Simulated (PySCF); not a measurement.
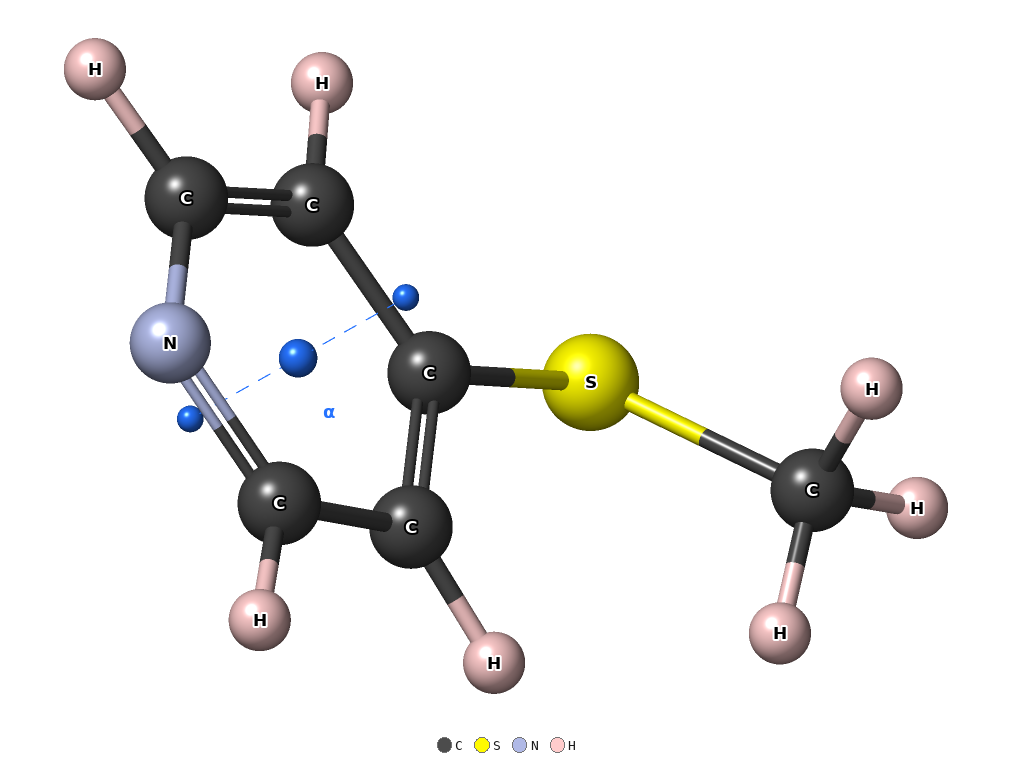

The small points mark where nucleus-independent chemical shifts (NICS) were computed: at the centre of each lettered ring and 1 Å above and below it. Geometry: an image of a reaction path computed with GFN2-xTB, not a minimum. Level of theory: GIAO PBE0/pcSseg-1 NMR shielding, non-relativistic, gas phase (PySCF 2.14.0).

Give NICS(0), NICS(1) and the out-of-plane component NICS(1)zz for each ring (means of the two sides).

```tsv
ring	members	NICS(0)	NICS(1)	NICS(1)zz
α	C5N	−6.8	−10.6	−26.2
```

Values in ppm.

Question. What do the values say about the ring currents?

Answer. Ring α: diatropic, as in an aromatic ring. NICS is one index among several.
